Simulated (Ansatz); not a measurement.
**CH4NSi (charge -1): molecular dynamics**

The plan is to follow the molecule's vibrations and see whether its bonds hold. The start is relaxed first. Runs: 120 steps of 2.5 fs under a Nosé-Hoover thermostat at 700 K. SMILES of the start: N=[C-][SiH3].

Method: RKS revPBE-D4/6-31G*, in Ansatz 0.2.0.

**1. The structure to begin with**

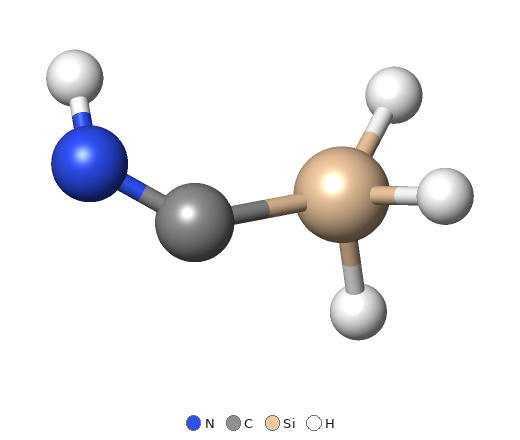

Start, viewed from a chosen angle; nitrogen blue, carbon grey, silicon light orange, hydrogen white.

Coordinates:

```xyz
7

N    -0.9884   -1.8127    0.3275
C     0.0205   -1.1442   -0.0734
Si    0.4559    0.6434   -0.1606
H    -1.8218   -1.3058    0.7124
H     0.7890    0.8831   -1.5994
H    -0.1913    1.9736    0.1896
H     1.7361    0.7627    0.6040
```

**2. Preparing the start**

The input, input.yaml:

```yaml
crystal:
  periodic: [false, false, false]
  atoms:
    - { symbol: "N", position_ang: [-0.98842, -1.81268, 0.32746] }
    - { symbol: C, position_ang: [0.02054, -1.14418, -0.0734] }
    - { symbol: Si, position_ang: [0.4559, 0.64336, -0.16063] }
    - { symbol: H, position_ang: [-1.82179, -1.30582, 0.71236] }
    - { symbol: H, position_ang: [0.78896, 0.88305, -1.5994] }
    - { symbol: H, position_ang: [-0.19128, 1.97361, 0.18963] }
    - { symbol: H, position_ang: [1.73609, 0.76267, 0.60399] }
total_charge: -1
basis:
  gaussian: { orbitals: "6-31G*" }
hamiltonian:
  xc: revpbe
  dispersion: d4
relax:
  f_tol: 0.02
  max_steps: 40
scf:
  lower_state_search: "off"
output:
  orbitals: {}
```

On the command line:

```
$ ansatz run input.yaml --threads 1 --pin off --max-ram 2048MiB --backend cpu --events-out ev --progress --plain --runs-dir out
```

Standard output, shortened:

```text
Warning: RAYON_NUM_THREADS=1 ignored (pool sized by the plan → 1); use --threads N
[...]
Functional definition: revPBE
[...]
725 factors; their error is unknown
[...]
mean field -10464.39802467 eV, -384.5595343830 hartree, gradient 5.8e-6 eV, S^2 0.000000; 0 other end points of the search recorded, 0 dependent functions left out
[...]
reference -10464.39806492 eV, -384.5595358619 hartree; 16, 16 occupied and 41, 41 virtual orbitals, 725 factors
relax step   1: F+E_penalty+E_count = -10464.84333513 eV  Δ(F+E_penalty+E_count) = +0.000e0 eV  max|allowed force component| = 1.626e0 eV/Å  Δτ_max = 0.0000 Å  (15 SCF iters, accepted)
[...]
relax step   3: F+E_penalty+E_count = -10465.03616529 eV  Δ(F+E_penalty+E_count) = -5.508e-2 eV  max|allowed force component| = 7.639e-1 eV/Å  Δτ_max = 0.1946 Å  (20 SCF iters, accepted)
[...]
relax step   5: F+E_penalty+E_count = -10465.05660640 eV  Δ(F+E_penalty+E_count) = -9.005e-3 eV  max|allowed force component| = 3.602e-1 eV/Å  Δτ_max = 0.0626 Å  (20 SCF iters, accepted)
[...]
relax step   7: F+E_penalty+E_count = -10465.06517914 eV  Δ(F+E_penalty+E_count) = -1.437e-3 eV  max|allowed force component| = 1.426e-1 eV/Å  Δτ_max = 0.0238 Å  (21 SCF iters, accepted)
[...]
relax step   9: F+E_penalty+E_count = -10465.06599077 eV  Δ(F+E_penalty+E_count) = -5.455e-5 eV  max|allowed force component| = 3.185e-2 eV/Å  Δτ_max = 0.0055 Å  (22 SCF iters, accepted)
[...]
relax step  10: F+E_penalty+E_count = -10465.06601275 eV  Δ(F+E_penalty+E_count) = -2.198e-5 eV  max|allowed force component| = 7.610e-3 eV/Å  Δτ_max = 0.0024 Å  (13 SCF iters, accepted)
Total energy: -10465.06605219 eV, -384.5840839415 hartree
Atom 0 at    -0.987056    -1.966719     0.317971 Å, force     0.007610     0.005836    -0.003768 eV/Å
Atom 1 at    -0.028852    -1.210213    -0.056994 Å, force    -0.005739    -0.004241     0.002488 eV/Å
Atom 2 at     0.355036     0.763833    -0.113189 Å, force     0.003036    -0.003983     0.001936 eV/Å
Atom 3 at    -1.833916    -1.502783     0.709900 Å, force    -0.002193     0.000732     0.000422 eV/Å
Atom 4 at     0.756889     0.856174    -1.584442 Å, force    -0.000841     0.000177     0.001349 eV/Å
Atom 5 at     0.040902     2.327473     0.109830 Å, force    -0.000998     0.000206    -0.000643 eV/Å
Atom 6 at     1.696997     0.732245     0.616934 Å, force    -0.000875     0.001275    -0.001783 eV/Å
Dipole moment:    -0.365117    -0.043222     0.154950 e Å
Checks for a lower state left out: stability, starts, cluster_reference, orbital_swaps, neighbouring_geometries, increment
```

Run time: 19 s. Hardware: 1 thread of Arm Neoverse N1, shared host; peak memory 0.11 GiB.

Step by step:

```tsv
step	energy from step 1 (eV)	largest force component (eV/Å)
1	0.0000	1.6260
2	-0.1378	0.5002
3	-0.1928	0.7639
4	-0.2043	0.4212
5	-0.2133	0.3602
6	-0.2204	0.1473
7	-0.2218	0.1426
8	-0.2226	0.0253
9	-0.2227	0.0318
10	-0.2227	0.0076
```

Step 1 is the start.

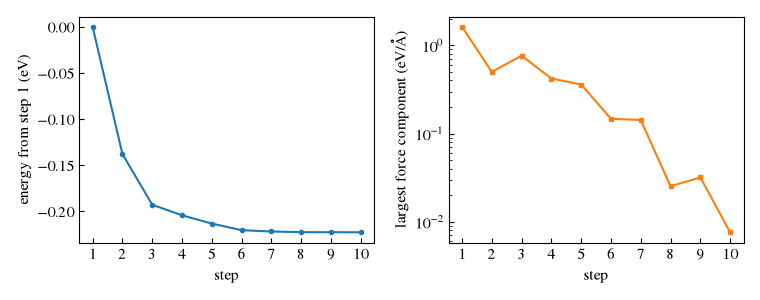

How energy and force went from step to step.

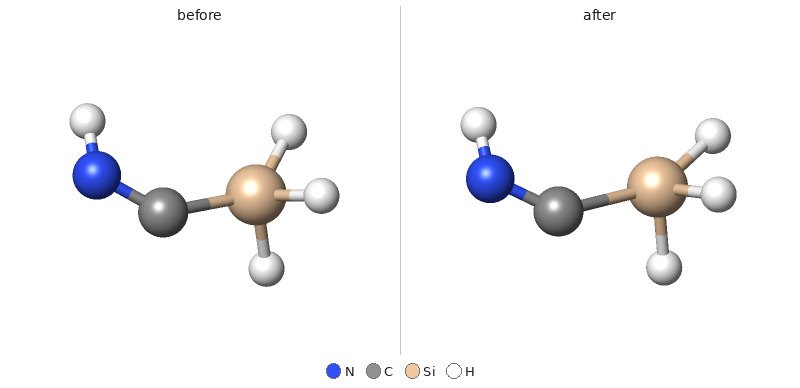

The structure before (left) and after (right), drawn at the same scale.

After: Bond lengths: N1–C2 1.277 Å, C2–Si3 2.012 Å, N1–H4 1.042 Å, Si3–H5 1.528 Å, Si3–H6 1.610 Å, Si3–H7 1.528 Å. Angles: N1–C2–Si3 137.1°, C2–N1–H4 117.2°, C2–Si3–H5 97.8°, C2–Si3–H6 155.7°, C2–Si3–H7 97.7°, H5–Si3–H6 97.2°, H5–Si3–H7 103.3°, H6–Si3–H7 97.2°.

**3. Dynamics**

120 steps of 2.5 fs under a Nosé-Hoover thermostat at 700 K, from the relaxed start.

The input, input.yaml:

```yaml
crystal:
  periodic: [false, false, false]
  atoms:
    - { symbol: "N", position_ang: [-0.987056, -1.966719, 0.317971] }
    - { symbol: C, position_ang: [-0.028852, -1.210213, -0.056994] }
    - { symbol: Si, position_ang: [0.355036, 0.763833, -0.113189] }
    - { symbol: H, position_ang: [-1.833916, -1.502783, 0.7099] }
    - { symbol: H, position_ang: [0.756889, 0.856174, -1.584442] }
    - { symbol: H, position_ang: [0.040902, 2.327473, 0.10983] }
    - { symbol: H, position_ang: [1.696997, 0.732245, 0.616934] }
total_charge: -1
basis:
  gaussian: { orbitals: "6-31G*" }
hamiltonian:
  xc: revpbe
  dispersion: d4
md:
  timestep: 2.5
  n_steps: 120
  ensemble: nvt_nose_hoover
  temperature: 700.0
  initial_velocities: maxwell_boltzmann
  seed: 225365
  nose_hoover: { tau: 100.0, chain_length: 1 }
scf:
  lower_state_search: "off"
```

On the command line:

```
$ ansatz run input.yaml --threads 1 --pin off --max-ram 2048MiB --backend cpu --events-out ev --progress --plain --runs-dir out
```

Standard output, shortened:

```text
Warning: RAYON_NUM_THREADS=1 ignored (pool sized by the plan → 1); use --threads N
[...]
Functional definition: revPBE
[...]
725 factors; their error is unknown
[...]
mean field -10464.63746781 eV, -384.5683337559 hartree, gradient 2.0e-6 eV, S^2 0.000000; 0 other end points of the search recorded, 0 dependent functions left out
[...]
reference -10464.63750702 eV, -384.5683351971 hartree; 16, 16 occupied and 41, 41 virtual orbitals, 725 factors
md step     0: t =     0.00 fs  T =   700.0 K  F+E_penalty+E_count = -10465.06599317 eV  E_kin = 0.452410 eV  conserved = -10464.61358317 eV  (16 SCF iters)
[...]
md step    15: t =    37.50 fs  T =   403.6 K  F+E_penalty+E_count = -10464.43360514 eV  E_kin = 0.260817 eV  conserved = -10464.18747063 eV  (20 SCF iters, 9 dispersion substeps)
[...]
md step    30: t =    75.00 fs  T =  5825.7 K  F+E_penalty+E_count = -10463.76267220 eV  E_kin = 3.765182 eV  conserved = -10443.61132681 eV  (22 SCF iters, 31 dispersion substeps)
[...]
md step    45: t =   112.50 fs  T =    93.3 K  F+E_penalty+E_count = -10464.10664006 eV  E_kin = 0.060301 eV  conserved = -10443.62378591 eV  (26 SCF iters, 31 dispersion substeps)
[...]
md step    58: t =   145.00 fs  T =    13.1 K  F+E_penalty+E_count = -10464.15217058 eV  E_kin = 0.008462 eV  conserved = -10443.62687341 eV  (24 SCF iters, 31 dispersion substeps)
md step    59: t =   147.50 fs  T =    11.5 K  F+E_penalty+E_count = -10464.15359037 eV  E_kin = 0.007401 eV  conserved = -10443.62701457 eV  (24 SCF iters, 31 dispersion substeps)
```

**4. More of the same log: dynamics from the start**

Output, continued, shortened:

```text
md step    60: t =   150.00 fs  T =     8.5 K  F+E_penalty+E_count = -10464.15334594 eV  E_kin = 0.005470 eV  conserved = -10443.62682140 eV  (23 SCF iters, 31 dispersion substeps)
[...]
md step    75: t =   187.50 fs  T =     0.8 K  F+E_penalty+E_count = -10464.15872465 eV  E_kin = 0.000511 eV  conserved = -10443.62710868 eV  (15 SCF iters, 15 dispersion substeps)
[...]
md step    90: t =   225.00 fs  T =     0.5 K  F+E_penalty+E_count = -10464.16017788 eV  E_kin = 0.000337 eV  conserved = -10443.62714322 eV  (15 SCF iters, 15 dispersion substeps)
[...]
md step   105: t =   262.50 fs  T =     0.5 K  F+E_penalty+E_count = -10464.16127093 eV  E_kin = 0.000298 eV  conserved = -10443.62714447 eV  (15 SCF iters, 9 dispersion substeps)
[...]
Total energy: -10464.16240939 eV, -384.5508756810 hartree
Atom 0 at    -0.147638    -2.284103     0.145209 Å, force     0.007439     0.008322    -0.002459 eV/Å
Atom 1 at     0.156805    -1.147274    -0.066629 Å, force     0.002178    -0.006839    -0.001116 eV/Å
Atom 2 at     0.390044     0.680156    -0.123561 Å, force     0.003017    -0.004404     0.002522 eV/Å
Atom 3 at   -15.696644     4.702295     3.204712 Å, force    -0.010730     0.004217     0.002107 eV/Å
Atom 4 at     0.023934     1.121697    -1.514957 Å, force    -0.000116    -0.001176     0.000746 eV/Å
Atom 5 at    -0.362568     1.643346     0.796367 Å, force     0.000384    -0.000467    -0.000676 eV/Å
Atom 6 at     1.844111     0.937539     0.170554 Å, force    -0.002171     0.000347    -0.001125 eV/Å
Dipole moment:     8.564892    -2.119875    -1.789345 e Å
Checks for a lower state left out: stability, starts, cluster_reference, orbital_swaps, neighbouring_geometries, increment
```

Wall time 2.6 min (1 thread of Arm Neoverse N1, shared host); peak memory 0.22 GiB.

**5. What the atoms did**

One step in 5; energies are changes from step 0:

```tsv
time (fs)	T (K)	potential energy change (meV/atom)	conserved energy change (meV/atom)
0.0	700	0.0	0.00
12.5	230	49.5	5.97
25.0	418	30.7	3.97
37.5	404	90.3	60.87
50.0	5049	462.6	858.43
62.5	18734	309.3	3005.54
75.0	5826	186.2	3000.32
87.5	1427	152.2	2999.86
100.0	339	140.1	2998.38
112.5	93	137.1	2998.54
125.0	35	132.9	2998.17
137.5	17	131.4	2998.13
150.0	8	130.4	2998.11
162.5	4	129.9	2998.07
175.0	2	129.6	2998.07
187.5	1	129.6	2998.07
200.0	1	129.5	2998.06
212.5	0	129.5	2998.06
225.0	1	129.4	2998.06
237.5	0	129.4	2998.06
250.0	0	129.3	2998.06
262.5	0	129.2	2998.06
275.0	0	129.2	2998.06
287.5	0	129.1	2998.06
300.0	1	129.1	2998.06
```

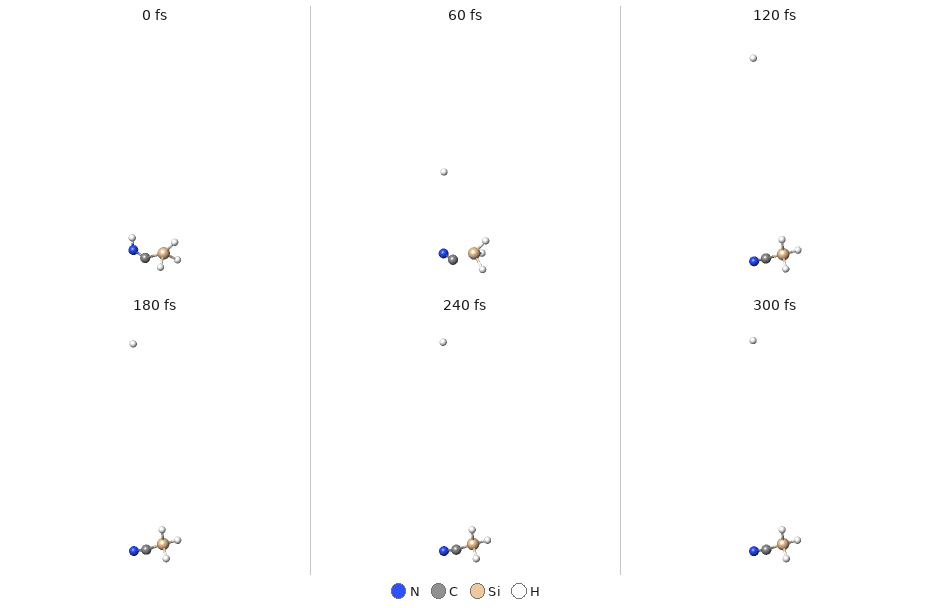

Six frames of the run, seen from a free direction. Sticks join atoms within a bonding distance in each frame.

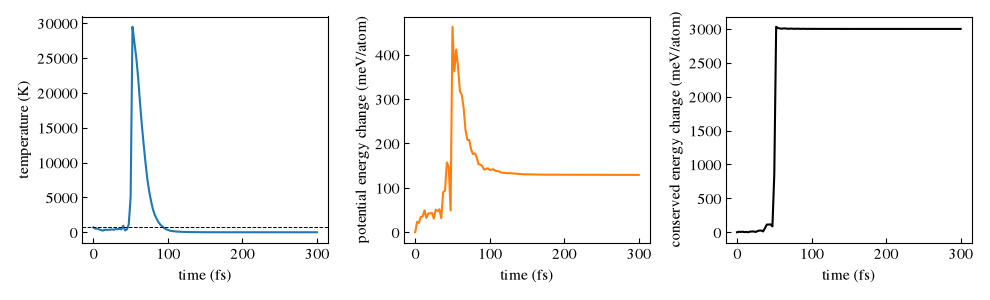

Traces against time; each panel has its own scale. The dashed line is the set temperature.

Bonds that form or break, judged by distance (formed within 1.15 times the sum of covalent radii and held on average over 10 fs, broken when stretched by half; pairs already stretched at the start don't count as bonds):

```tsv
time (fs)	bond	event
52.5	N1–H4	breaks
```

**6. Positions and forces**

Extended XYZ, with forces in eV/Å:

```xyz
7
time_fs=37.5 T=404 dE=0.6324
N    -1.074   -1.969    0.204    6.040   -2.940   -1.550
C     0.045   -1.361    0.143   -0.051   -0.333   -0.532
Si    0.392    0.823   -0.102   -2.166    0.186    0.671
H    -1.814   -1.505    0.475   -5.638    3.459    1.862
H     0.085    0.742   -1.570   -0.056   -0.162   -0.526
H    -0.155    2.404    0.008    0.485   -0.399   -0.008
H     1.834    0.961   -0.165    1.385    0.188    0.083
7
time_fs=75.0 T=5826 dE=1.3033
N    -0.421   -2.286    0.093   -0.623   -1.181    0.228
C     0.100   -1.232    0.139    0.911    2.609   -0.640
Si    0.402    0.775   -0.142    0.028   -0.916    0.756
H   -11.727    2.928    2.400   -0.020    0.007    0.004
H     0.019    0.944   -1.583    0.093   -0.067   -0.014
H    -0.271    2.008    0.591    0.394   -0.451   -0.279
H     1.936    0.920    0.046   -0.784   -0.001   -0.055
7
time_fs=112.5 T=93 dE=0.9594
N    -0.135   -2.278    0.132    0.044    1.051   -0.153
C     0.050   -1.094   -0.023    0.052   -1.665    0.265
Si    0.406    0.668   -0.129   -0.325    0.375   -0.404
H   -14.983    4.401    3.062   -0.012    0.005    0.002
H     0.019    1.131   -1.516    0.077    0.049   -0.008
H    -0.409    1.588    0.748   -0.022    0.179    0.210
H     1.844    0.925    0.179    0.186    0.007    0.087
7
time_fs=150.0 T=8 dE=0.9126
N    -0.143   -2.280    0.144   -0.155   -0.466    0.092
C     0.120   -1.138   -0.059    0.148    0.386   -0.088
Si    0.389    0.680   -0.123    0.139    0.052   -0.060
H   -15.358    4.567    3.138   -0.011    0.004    0.002
H     0.058    1.124   -1.524   -0.017   -0.007    0.016
H    -0.338    1.680    0.772   -0.022    0.011    0.036
H     1.854    0.883    0.183   -0.082    0.021    0.002
7
time_fs=187.5 T=1 dE=0.9073
N    -0.160   -2.283    0.148    0.050    0.131   -0.023
C     0.155   -1.148   -0.066   -0.040   -0.071   -0.004
Si    0.389    0.683   -0.124   -0.042   -0.054    0.061
H   -15.460    4.609    3.158   -0.011    0.004    0.002
H     0.028    1.131   -1.514   -0.004   -0.010   -0.010
H    -0.369    1.639    0.803    0.018   -0.011   -0.029
H     1.840    0.938    0.177    0.030    0.011    0.002
7
time_fs=225.0 T=1 dE=0.9058
N    -0.157   -2.281    0.147    0.009   -0.019    0.000
C     0.158   -1.147   -0.067   -0.002    0.011    0.004
Si    0.389    0.681   -0.123    0.008    0.007   -0.011
H   -15.537    4.640    3.173   -0.011    0.004    0.002
H     0.023    1.118   -1.516    0.003    0.002    0.003
H    -0.367    1.646    0.793    0.004   -0.002    0.002
H     1.843    0.942    0.170   -0.012   -0.002    0.000
7
time_fs=262.5 T=0 dE=0.9047
N    -0.151   -2.283    0.146    0.003   -0.014    0.000
C     0.156   -1.147   -0.067    0.004    0.003   -0.001
Si    0.390    0.680   -0.123    0.001    0.001   -0.006
H   -15.615    4.670    3.189   -0.011    0.004    0.002
H     0.025    1.120   -1.515    0.000    0.001   -0.001
H    -0.364    1.645    0.794   -0.002    0.003    0.005
H     1.843    0.938    0.171    0.004    0.001    0.001
7
time_fs=300.0 T=1 dE=0.9036
N    -0.148   -2.284    0.145    0.007    0.008   -0.003
C     0.157   -1.147   -0.067    0.002   -0.007   -0.001
Si    0.390    0.680   -0.124    0.003   -0.004    0.003
H   -15.697    4.702    3.205   -0.011    0.004    0.002
H     0.024    1.122   -1.515    0.000   -0.001    0.001
H    -0.363    1.643    0.796    0.000   -0.001   -0.001
H     1.844    0.938    0.171   -0.002    0.000   -0.001
```

**7. Outcome**

| quantity | value |
| --- | --- |
| relaxation of the start | 9 moves, 0.223 eV lower |
| length | 120 steps of 2.5 fs |
| temperature, first and last step | 700 and 1 K |
| temperature, second half | mean 1 K, from 0 to 8 K |
| potential energy, second half | +129 meV/atom from the start |
| largest change of the conserved energy | 3029.74 meV/atom |
| bonds formed or broken | 1 |

What this shows: The run blows up, reaching 29474 K, so it describes no real motion. 300 fs on 7 atoms is far too short and small for converged averages. The nuclei move classically, without zero-point motion, which matters most for hydrogen.
